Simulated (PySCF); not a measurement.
Breaking a bond: SMILES C#C. The C1–C3 bond (C1 also carries H; C3 carries H) is pulled apart rigidly from the PBE0/def2-TZVP optimised geometry.

```
4

C      0.0000     0.0000     0.0000
H      0.0011    -0.0006    -1.0647
C      0.0000     0.0000     1.1970
H     -0.0008     0.0006     2.2617
```

Levels of theory: UKS-BLYP = unrestricted BLYP/cc-pVDZ in PySCF 2.14.0; UKS-M06-2X = unrestricted M06-2X/cc-pVDZ run with PySCF; UHF/cc-pVDZ (PySCF).

Energies are in kcal/mol, each relative to the lowest point of its own curve near equilibrium.

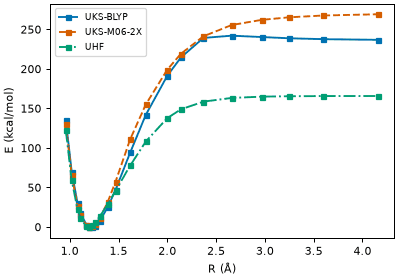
Figure: Energy against bond length for each method.

```csv
R / Å,UKS-BLYP,UKS-M06-2X,UHF
0.96,135.2,129.7,122.1
1.02,70.1,65.4,59.3
1.08,30.1,26.6,22.3
1.11,17.4,14.6,11.2
1.17,3.0,1.8,0.6
1.20,0.3,0.0,0.0
1.23,0.0,0.6,1.9
1.26,1.7,3.3,5.7
1.31,8.1,11.5,13.6
1.39,25.0,31.7,28.9
1.47,47.1,57.4,45.7
1.62,94.2,111.0,77.7
1.78,141.9,155.0,108.1
2.00,191.2,199.0,137.7
2.14,214.5,219.2,148.8
2.37,239.1,241.2,158.5
2.66,242.0,255.4,163.2
2.97,240.2,262.0,164.8
3.25,238.7,265.2,165.3
3.60,237.5,267.5,165.6
4.16,236.7,269.1,165.6
```

At the longest distance, 4.16 Å, UKS-M06-2X lies highest above its minimum (269.1 kcal/mol) and UHF lowest (165.6 kcal/mol).

The UKS-BLYP curve passes through a maximum at 2.66 Å and then falls by 5.3 kcal/mol up to the last usable point, a hump where its reference is spin-contaminated.

The unrestricted solution behind UKS-BLYP changes between 1.78 and 2.00 Å, which can leave a kink. The unrestricted determinant behind UKS-BLYP is spin-contaminated at 1.78 to 4.16 Å (<S²> up to 1.9, against 0.00 for a pure singlet). The unrestricted solution behind UKS-M06-2X changes between 1.62 and 1.78 Å and between 1.78 and 2.00 Å, which can leave a kink. The unrestricted determinant behind UKS-M06-2X is spin-contaminated at 1.62 to 4.16 Å (<S²> up to 3.0, against 0.00 for a pure singlet). The unrestricted solution behind UHF changes between 1.31 and 1.39 Å and between 1.47 and 1.62 Å and between 1.78 and 2.00 Å, which can leave a kink. The unrestricted determinant behind UHF is spin-contaminated at 1.26 to 4.16 Å (<S²> up to 3.0, against 0.00 for a pure singlet).
